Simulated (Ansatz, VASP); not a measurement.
# BN in two plane-wave programs

Wanted: the spread between two codes on one cell, functional and k mesh.

Main program and level: Ansatz 0.2.0; plane waves, with VASP 6.6.1 beside it; dielectric response at PBE, single point at r2SCAN and single point at LDA.

The database entry behind the starting cell has ideal inner coordinates that were not refined, so it need not match the best structure at ambient conditions.

**1. The structure**

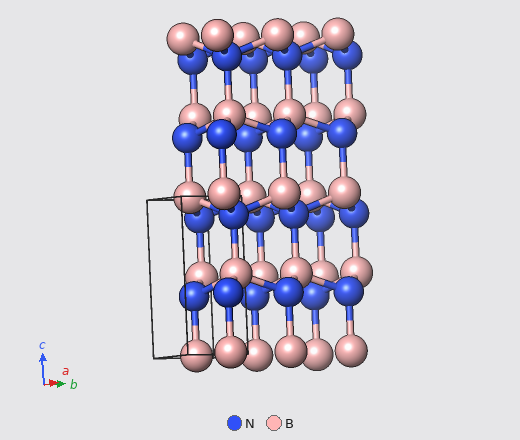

The starting structure, seen slightly off an axis (nitrogen blue, boron pink). 2×3×2 cells are drawn. Some periodic images of atoms are drawn too.

**2. Ansatz: dielectric response, PBE**

Ansatz runs on its default PAW (the set named soft_2) files.

The response to a field tests empty states and converges slowly with the mesh.

Contents of input.yaml:

```yaml
crystal:
  lattice:
    - [2.536, 0.0, 0.0]
    - [-1.268, 2.196240424, 0.0]
    - [0.0, 0.0, 4.199]
  atoms:
    - { symbol: "N", position: [0.3333333333, 0.6666666667, 0.875] }
    - { symbol: "N", position: [0.6666666667, 0.3333333333, 0.375] }
    - { symbol: B, position: [0.3333333333, 0.6666666667, 0.5] }
    - { symbol: B, position: [0.6666666667, 0.3333333333, 0.0] }
hamiltonian:
  xc: pbe
  pseudopotentials: { kind: paw }
kpoints:
  mp_grid: { grid: [14, 14, 8] }
scf:
  occupations: { method: fixed }
dielectric:
  method: response
```

On the command line:

```
> ansatz run input.yaml --threads 2 --pin off --max-ram 4608MiB --backend cpu --events-out ev --progress --plain --runs-dir out
```

Numbers of over 12 decimals in the logs are rounded to 6 here.

What it wrote:

```text
Engine: ansatz 0.2.0, aarch64-unknown-linux-gnu
Pseudopotentials: kind: paw
Pseudopotential: N, paw, valence charge 5, recommended cutoff 420 eV (normal), N.paw.azcp
Pseudopotential: B, paw, valence charge 3, recommended cutoff 420 eV (normal), B.paw.azcp
Functional definition: PBE
  parameter kappa = 0.804
  parameter beta = 0.066725
  exchange = pbe_x(kappa = kappa, mu = beta*pi^2/3)
  correlation = pbe_c(beta = beta)
Crystal: 4 atoms, lattice volume = 23.387 Å³
Basis set: ecut = 420 eV, 465 PW (Γ), exchange–correlation on 36×36×60 points (8 copies of the dense FFT grid, shifted against one another)
Bands: 12, of which v1, the nominal top of the filled ones, is band 8 counted from 1 (7 counted from 0)
Symmetry: 12 space group operations
k-points: 429 of 1568 (irreducible under 2 space group operations, time reversal used)
Non-local potential: N, projectors of the file, l = 0: 2, l = 1: 2, l = 2: 1
Non-local potential: B, projectors of the file, l = 0: 2, l = 1: 2, l = 2: 1
PAW form: soft (Blöchl's): semilocal exchange-correlation on the pseudo side does not see the compensation charge
PAW one-centre angular grid: N, 110 points (default); XC on 64 Gauss nodes
PAW one-centre angular grid: B, 110 points (default); XC on 64 Gauss nodes
Initial density: superposition of atomic densities (neutral atoms: chi_scale 0, normalization atom), corrected by the library's trained network
Initial wavefunctions: pseudopotential atomic-orbital guess
Functional: x = pbe(κ = 0.804, μ = 0.219515), c = pbe(β = 0.066725)
SCF iter   1: F=—  HF=-1084.470363 eV  |F-HF|=—  |Δ(HF+E_count)|=         —  Δρ=2.99e-3  dr2=1.07e-3  ethr=1.77e-3  ⟨swp⟩=4.6  Hψ=24224  notcnv=0  defer=708
preconditioner: auto → none  [insulator: Δε(μ)=5.305 eV  Ē_g=17.751 eV  n_scr=2 (ndim 8)  ℏωp=30.7 eV  f_vac=0.000  ε∞_Penn≈4.0]
SCF iter   2: F=—  HF=-1084.470564 eV  |F-HF|=—  |Δ(HF+E_count)|=   2.01e-4  Δρ=1.05e-3  dr2=1.27e-4  ethr=6.68e-6  ⟨swp⟩=2.3  Hψ=12467  notcnv=0  defer=858
SCF iter   3: F=—  HF=-1084.470686 eV  |F-HF|=—  |Δ(HF+E_count)|=   1.22e-4  Δρ=5.16e-4  dr2=1.85e-5  ethr=7.95e-7  ⟨swp⟩=2.8  Hψ=9161  notcnv=0  defer=470
SCF iter   4: F=—  HF=-1084.470739 eV  |F-HF|=—  |Δ(HF+E_count)|=   5.33e-5  Δρ=1.25e-4  dr2=1.16e-6  ethr=1.16e-7  ⟨swp⟩=2.4  Hψ=8302  notcnv=0  defer=73
SCF iter   5: F=—  HF=-1084.470742 eV  |F-HF|=—  |Δ(HF+E_count)|=   3.40e-6  Δρ=1.62e-5  dr2=1.88e-8  ethr=7.24e-9  ⟨swp⟩=2.0  Hψ=8444  notcnv=0  defer=4
SCF iter   6: F=—  HF=-1084.470742 eV  |F-HF|=—  |Δ(HF+E_count)|=   6.85e-8  Δρ=1.32e-6  dr2=1.60e-10  ethr=1.18e-10  ⟨swp⟩=2.0  Hψ=8464  notcnv=0  defer=4
SCF iter   7: F=-1084.470742 eV  HF=-1084.470742 eV  |F-HF|=1.59e-12  |Δ(HF+E_count)|=  3.86e-10  Δρ=8.91e-8  dr2=7.24e-13  ethr=1.00e-12  ⟨swp⟩=3.6  Hψ=17532  notcnv=0
SCF 1 converged in 7 iterations: F = -1084.470742 eV  dr2 = 7.24e-13
  greatest PAW one-centre occupation: 0.789 electrons in one spin orbital (limit 2), on the N atom at site 1 (counted from 0), in its partial waves of l = 0
NSCF: frozen V_eff on 2 k-points
DFPT response loops at Γ: preconditioner auto → none (the input reference at scf.mixing.eps_inf says where Resta's filter doesn't serve); β = 0.50; Broyden in place of MSR1
SCF converged after 7 iterations
Free energy (F): -1084.470742 eV
Harris-Foulkes:  -1084.470742 eV  (|F-HF|=1.59e-12)
Internal energy: -1084.470742 eV  (E = F + TS)
E sigma→0 (E₀):  -1084.470742 eV
Fermi energy:    11.493916 eV
--- Per-component energies (eV) ---
  E_band       = 54.695380
  E_kinetic    = 372.608769
  E_local      = -350.527797  (includes V_loc(G=0)·N_el)
  E_nonlocal   = 113.398978
  E_hartree    = 98.591898
  E_xc         = -187.254812
  E_vxc        = -232.937728  (∫ρ·V_xc dr)
  E_paw        = -413.031610  (= ΣΔE_a)
  E_vpaw       = -45.030835  (= ΣTr[D̂ρ^β])
  E_aug_tail   = 0.000204  (compensation charges beyond the density's cutoff)
  E_ewald      = -718.256371
  E_smearing   = -0.000000  (= −TS)
  E_closure    = -0.000000  (closes the sum)
  Σ components = -1084.470742   (vs F -1084.470742, Δ=0.00e0)
--- Band table (eV; the first three rows and the last of 429) ---
  k-point 0: bands = [... 4 lower, 9.3605, 11.2472, 11.4939, 11.4939, 19.9482, 19.9482, 20.1246, 21.1760]
  k-point 1: bands = [... 4 lower, 9.4273, 10.7191, 11.3927, 11.3927, 20.0618, 20.0618, 20.3617, 21.1713]
  k-point 2: bands = [... 4 lower, 9.6220, 9.6220, 11.1155, 11.1155, 20.3870, 20.3870, 20.7789, 21.1590]
  k-point 428: bands = [... 4 lower, 4.8187, 5.3818, 7.2509, 8.0382, 18.2314, 21.9303, 22.8639, 24.6328]
--- Dielectric response (ions clamped): 2 representative field directions + reference, on 429 of 1568 k-points (Σ response iterations 13) ---
  k mesh reduced under 2 symmetry operations, with k and −k counted as one. Each operation leaves every solved perturbation unchanged. A smaller set is not considered because the run solves the response to a homogeneous field
  ε∞ (high-frequency dielectric tensor):
        4.545847     0.000000     0.000000
        0.000000     4.545847     0.000000
        0.000000     0.000000     4.719293
  Born effective charges Z* (e; rows j = field, columns β = displacement):
    site 0:
        -1.84022    0.00000   -0.00000
         0.00000   -1.84022    0.00000
        -0.00000    0.00000   -1.94164
    site 1:
        -1.84022    0.00000   -0.00000
         0.00000   -1.84022   -0.00000
         0.00000   -0.00000   -1.94164
    site 2:
         1.84022    0.00000    0.00000
         0.00000    1.84022   -0.00000
         0.00000    0.00000    1.94164
    site 3:
         1.84022    0.00000    0.00000
         0.00000    1.84022    0.00000
         0.00000   -0.00000    1.94164
  Z* charge neutrality: 3.416e-5 e pre-enforcement
  k-mesh period / interband length: 33.6 Å / 1.44 Å = 23.34 at k = (0.0000, 0.0000, 0.0000), direct gap 8.454 eV — 14 or more, which is no proof of convergence
```

The job ended after 25 s (2 threads of Arm Neoverse V2, shared host; peak memory 0.61 GiB; 49 s of CPU time).

**3. VASP: dielectric response, PBE**

The same cell, functional and mesh now go to VASP, with its own data sets and cutoff.

Lines of VASP's logs that name or quote its potential files are left out, and so is its time.

Contents of INCAR:

```
SYSTEM = BN
PREC = Accurate
ENCUT = 520
EDIFF = 1E-08
NELM = 100
ISMEAR = 0
SIGMA = 0.01
LREAL = .FALSE.
ALGO = Normal
GGA = PE
NBANDS = 14
LWAVE = .FALSE.
LCHARG = .FALSE.
KPAR = 4
LEPSILON = .TRUE.
```

Contents of POSCAR:

```
BN
1.0
    2.5360000000      0.0000000000      0.0000000000
   -1.2680000000      2.1962404240      0.0000000000
    0.0000000000      0.0000000000      4.1990000000
N B
2 2
Direct
    0.3333333333      0.6666666667      0.8750000000
    0.6666666667      0.3333333333      0.3750000000
    0.3333333333      0.6666666667      0.5000000000
    0.6666666667      0.3333333333      0.0000000000
```

Contents of KPOINTS:

```
Automatic mesh
0
Gamma
14 14 8
0 0 0
```

The projector-augmented-wave data sets are N and B (PBE family, release 64).

On the command line:

```
> mpirun -np 4 vasp_std
```

What it wrote:

```text
[banner, memory and clock lines left out]
running    4 mpi-ranks, on    1 nodes
 distrk:  each k-point on    1 cores,    4 groups
 distr:  one band on    1 cores,    1 groups

 POSCAR found type information on POSCAR N B
 POSCAR found :  2 types and       4 ions
 LDA part: xc-table for (Slater+PW92), standard interpolation
 POSCAR, INCAR and KPOINTS ok, starting setup
 FFT: planning ... GRIDC
 FFT: planning ... GRID_SOFT
 FFT: planning ... GRID
 WAVECAR not read
 entering main loop
       N       E                     dE             d eps       ncg     rms          rms(c)
DAV:   1     0.426765684608E+02    0.42677E+02   -0.85639E+03  3368   0.111E+03
DAV:   2    -0.342829741514E+02   -0.76960E+02   -0.72158E+02  4662   0.249E+02
DAV:   3    -0.367861642353E+02   -0.25032E+01   -0.24946E+01  4710   0.424E+01
DAV:   4    -0.367963159579E+02   -0.10152E-01   -0.10151E-01  3540   0.295E+00
DAV:   5    -0.367963935460E+02   -0.77588E-04   -0.77586E-04  4508   0.227E-01    0.958E+00
DAV:   6    -0.349958020023E+02    0.18006E+01   -0.35760E+00  4284   0.156E+01    0.459E+00
DAV:   8    -0.348197722495E+02    0.29228E-01   -0.63955E-02  3702   0.219E+00    0.244E-01
DAV:   9    -0.348187183931E+02    0.10539E-02   -0.22935E-03  4494   0.509E-01    0.131E-01
DAV:  10    -0.348189722460E+02   -0.25385E-03   -0.41383E-04  3852   0.179E-01    0.263E-02
DAV:  11    -0.348189779387E+02   -0.56928E-05   -0.52523E-05  4374   0.634E-02    0.142E-02
DAV:  12    -0.348189790122E+02   -0.10735E-05   -0.73474E-06  4278   0.264E-02    0.204E-03
DAV:  13    -0.348189791336E+02   -0.12145E-06   -0.21499E-07  4080   0.498E-03    0.882E-04
DAV:  14    -0.348189791404E+02   -0.67650E-08   -0.14143E-08  3460   0.126E-03
   1 F= -.34818979E+02 E0= -.34818979E+02  d E =-.738586E-30
 Linear response reoptimize wavefunctions to high precision
DAV:   1    -0.348189791508E+02   -0.10376E-07   -0.67349E-09  4026   0.633E-04
DAV:   2    -0.348189791508E+02    0.40927E-11   -0.57528E-11  2112   0.806E-05
 Linear response G [H, r] |phi>, progress :
  Direction:   1
       N       E                     dE             d eps       ncg     rms
RMM:   1    -0.635856241180E+02   -0.63586E+02    0.74138E+01  8006   0.772E+01
RMM:   2    -0.545462641313E+02    0.90394E+01   -0.67080E+00  5719   0.180E+01
RMM:   3    -0.543785822911E+02    0.16768E+00   -0.58475E-01  6404   0.141E+00
RMM:   4    -0.543331712507E+02    0.45411E-01   -0.84109E-02  6765   0.188E-01
RMM:   5    -0.543261975365E+02    0.69737E-02   -0.13664E-02  6764   0.262E-02
RMM:   6    -0.543250458726E+02    0.11517E-02   -0.21203E-03  6864   0.444E-03
RMM:   7    -0.543248713032E+02    0.17457E-03   -0.37369E-04  6491   0.980E-04
RMM:   8    -0.543248421665E+02    0.29137E-04   -0.81098E-05  5152   0.389E-04
RMM:   9    -0.543248410613E+02    0.11052E-05   -0.75327E-05  4588   0.311E-04
RMM:  10    -0.543248400449E+02    0.10165E-05   -0.94050E-05  4418   0.299E-04
RMM:  11    -0.543248440661E+02   -0.40212E-05   -0.68728E-05  4355   0.300E-04
RMM:  12    -0.543248430127E+02    0.10534E-05   -0.49446E-05  4308   0.307E-04
 Linear response G [H, r] |phi>, progress :
  Direction:   2
       N       E                     dE             d eps       ncg     rms
RMM:   1    -0.706912310390E+02   -0.70691E+02   -0.30248E+01  7556   0.738E+01
RMM:   2    -0.640528884587E+02    0.66383E+01   -0.33938E+00  5628   0.154E+01
RMM:   3    -0.640128637582E+02    0.40025E-01    0.66962E-02  6376   0.113E+00
RMM:   4    -0.640205463531E+02   -0.76826E-02    0.16801E-02  6732   0.148E-01
RMM:   5    -0.640220137308E+02   -0.14674E-02    0.25285E-03  6672   0.192E-02
RMM:   6    -0.640222240064E+02   -0.21028E-03    0.43753E-04  6778   0.308E-03
RMM:   7    -0.640222476359E+02   -0.23629E-04    0.20118E-04  6166   0.671E-04
RMM:   8    -0.640222497991E+02   -0.21632E-05    0.17751E-04  4856   0.302E-04
RMM:   9    -0.640222490378E+02    0.76133E-06    0.17253E-04  4377   0.262E-04
RMM:  10    -0.640222509834E+02   -0.19456E-05    0.86475E-05  4295   0.258E-04
RMM:  11    -0.640222508829E+02    0.10051E-06    0.16735E-04  4214   0.258E-04
RMM:  12    -0.640222498345E+02    0.10484E-05    0.14090E-04  4043   0.263E-04
 Linear response G [H, r] |phi>, progress :
  Direction:   3
       N       E                     dE             d eps       ncg     rms
RMM:   1    -0.703307521249E+02   -0.70331E+02    0.57451E+00  7827   0.754E+01
RMM:   2    -0.590365267925E+02    0.11294E+02   -0.36704E+00  5625   0.166E+01
RMM:   3    -0.590693668699E+02   -0.32840E-01   -0.26586E-02  6129   0.127E+00
RMM:   4    -0.590706386220E+02   -0.12718E-02   -0.38516E-04  6550   0.162E-01
RMM:   5    -0.590706563912E+02   -0.17769E-04   -0.14653E-05  6482   0.217E-02
RMM:   6    -0.590706570488E+02   -0.65754E-06   -0.16166E-06  6506   0.345E-03
RMM:   7    -0.590706568960E+02    0.15277E-06    0.28850E-07  5985   0.742E-04
RMM:   8    -0.590706568923E+02    0.37336E-08    0.22940E-07  4710   0.277E-04
RMM:   9    -0.590706568894E+02    0.29144E-08    0.73745E-07  4242   0.220E-04
RMM:  10    -0.590706568875E+02    0.18666E-08    0.17883E-06  4122   0.211E-04
RMM:  11    -0.590706568881E+02   -0.58982E-09    0.42879E-06  4010   0.211E-04
RMM:  12    -0.590706568866E+02    0.14374E-08   -0.34623E-07  3857   0.213E-04
 Linear response to external field (no local field effect), progress :
  Direction:   1
       N       E                     dE             d eps       ncg     rms          rms(c)
RMM:   1    -0.198250637893E+00   -0.19825E+00   -0.57022E-01  6930   0.265E+00
RMM:   2    -0.199753040801E+00   -0.15024E-02   -0.14176E-03  5584   0.289E-01
RMM:   3    -0.199765312465E+00   -0.12272E-04   -0.11547E-05  6023   0.208E-02
RMM:   4    -0.199765506023E+00   -0.19356E-06   -0.18682E-07  6164   0.246E-03
RMM:   5    -0.199765509119E+00   -0.30962E-08   -0.31373E-09  5524   0.325E-04
 change of polarisation eV/A/(eV/A) component  1 :     0.400    -0.162    -0.047
 dielectric tensor                  component  1 :     4.091    -1.253    -0.364
 Linear response to external field (no local field effect), progress :
  Direction:   2
       N       E                     dE             d eps       ncg     rms          rms(c)
RMM:   1    -0.269691913358E+00   -0.26969E+00   -0.81516E-01  6818   0.286E+00
RMM:   2    -0.271081999800E+00   -0.13901E-02   -0.17609E-03  5580   0.301E-01
RMM:   3    -0.271095424745E+00   -0.13425E-04   -0.13118E-05  6007   0.212E-02
RMM:   4    -0.271095645978E+00   -0.22123E-06   -0.21550E-07  6137   0.244E-03
RMM:   5    -0.271095649358E+00   -0.33803E-08   -0.49280E-09  5363   0.329E-04
 change of polarisation eV/A/(eV/A) component  2 :    -0.162     0.542    -0.026
 dielectric tensor                  component  2 :    -1.253     5.195    -0.200
 Linear response to external field (no local field effect), progress :
  Direction:   3
       N       E                     dE             d eps       ncg     rms          rms(c)
RMM:   1    -0.244776059466E+00   -0.24478E+00   -0.76706E-01  6719   0.268E+00
RMM:   2    -0.246306759465E+00   -0.15307E-02   -0.16711E-03  5608   0.282E-01
RMM:   3    -0.246319674147E+00   -0.12915E-04   -0.99432E-06  5782   0.190E-02
RMM:   4    -0.246319826347E+00   -0.15220E-06   -0.16792E-07  5996   0.209E-03
RMM:   5    -0.246319829884E+00   -0.35373E-08   -0.39577E-09  5031   0.263E-04
 change of polarisation eV/A/(eV/A) component  3 :    -0.047    -0.026     0.493
 dielectric tensor                  component  3 :    -0.364    -0.199     4.812
 Linear response to external field, progress :
  Direction:   1
       N       E                     dE             d eps       ncg     rms          rms(c)
RMM:   1    -0.234003109758E+00   -0.23400E+00   -0.69301E-01 24610   0.274E+00
RMM:   2    -0.235417759686E+00   -0.14146E-02   -0.15696E-03 20122   0.292E-01    0.817E-01
RMM:   3    -0.233058405497E+00    0.23594E-02   -0.24622E-03 21233   0.359E-01    0.487E-01
RMM:   4    -0.244679924015E+00   -0.11622E-01   -0.35819E-03 21481   0.445E-01    0.609E-02
RMM:   5    -0.246185672367E+00   -0.15057E-02   -0.74632E-05 21859   0.691E-02    0.629E-03
RMM:   6    -0.246258104270E+00   -0.72432E-04   -0.83421E-07 22928   0.752E-03    0.311E-03
RMM:   7    -0.246317668139E+00   -0.59564E-04   -0.25495E-07 22274   0.491E-03    0.306E-04
RMM:   8    -0.246321246687E+00   -0.35785E-05    0.38831E-10 23060   0.371E-04    0.134E-04
RMM:   9    -0.246320816018E+00    0.43067E-06   -0.25928E-08 19596   0.277E-04    0.171E-05
RMM:  10    -0.246320893429E+00   -0.77412E-07   -0.20516E-08 13367   0.414E-05    0.476E-06
 change of polarisation eV/A/(eV/A) component  1 :     0.457    -0.016     0.000
 dielectric tensor                  component  1 :     4.533    -0.125     0.000
 Linear response to external field, progress :
  Direction:   2
       N       E                     dE             d eps       ncg     rms          rms(c)
RMM:   1    -0.234053322399E+00   -0.23405E+00   -0.69351E-01 24560   0.271E+00
RMM:   2    -0.235418096325E+00   -0.13648E-02   -0.15541E-03 20063   0.288E-01    0.817E-01
RMM:   3    -0.233058957105E+00    0.23591E-02   -0.24555E-03 21170   0.359E-01    0.487E-01
RMM:   4    -0.244679318586E+00   -0.11620E-01   -0.35800E-03 21481   0.445E-01    0.609E-02
RMM:   5    -0.246184267747E+00   -0.15049E-02   -0.74442E-05 21762   0.691E-02    0.627E-03
RMM:   6    -0.246258200295E+00   -0.73933E-04   -0.83430E-07 22837   0.754E-03    0.312E-03
RMM:   7    -0.246317130784E+00   -0.58930E-04   -0.24703E-07 22197   0.485E-03    0.276E-04
RMM:   8    -0.246320819929E+00   -0.36891E-05    0.13597E-08 22869   0.326E-04    0.105E-04
RMM:   9    -0.246320555111E+00    0.26482E-06    0.92015E-08 19594   0.272E-04    0.526E-05
RMM:  10    -0.246320887300E+00   -0.33219E-06    0.33162E-09 13870   0.500E-05    0.744E-06
 change of polarisation eV/A/(eV/A) component  2 :    -0.045     0.457    -0.000
 dielectric tensor                  component  2 :    -0.348     4.533    -0.000
 Linear response to external field, progress :
  Direction:   3
       N       E                     dE             d eps       ncg     rms          rms(c)
RMM:   1    -0.244776059466E+00   -0.24478E+00   -0.76706E-01  6719   0.268E+00
RMM:   2    -0.246306759981E+00   -0.15307E-02   -0.16711E-03  5610   0.282E-01    0.845E-01
RMM:   3    -0.244257880443E+00    0.20489E-02   -0.22890E-03  5726   0.349E-01    0.505E-01
RMM:   4    -0.256688455504E+00   -0.12431E-01   -0.34562E-03  5832   0.440E-01    0.581E-02
RMM:   5    -0.258083684209E+00   -0.13952E-02   -0.71134E-05  5866   0.673E-02    0.628E-03
RMM:   6    -0.258154138949E+00   -0.70455E-04   -0.83469E-07  6168   0.740E-03    0.310E-03
RMM:   7    -0.258207352190E+00   -0.53213E-04   -0.22342E-07  6017   0.433E-03    0.194E-04
RMM:   8    -0.258213679417E+00   -0.63272E-05   -0.55832E-09  6230   0.354E-04    0.989E-05
RMM:   9    -0.258213798328E+00   -0.11891E-06   -0.11371E-09  5218   0.229E-04    0.313E-05
RMM:  10    -0.258213910859E+00   -0.11253E-06   -0.21149E-10  3472   0.402E-05    0.406E-06
 change of polarisation eV/A/(eV/A) component  3 :    -0.047    -0.026     0.479
 dielectric tensor                  component  3 :    -0.364    -0.200     4.705
 Born effective charges drift removed
```

(Continued in part 2 of 2.)

[Lines on the potential files, build, host, timing and source positions are cut from VASP's logs without a mark.]

[Logs are printed without paths, hosts, clocks, repeated set-up lines and the standing remarks that a program may print on its own settings, such as how far it seeks lower states.]

[Hosts, paths, dates, database ids (printed as entryN), source tags and the programs' standing remarks are cut or masked in the printed files.]
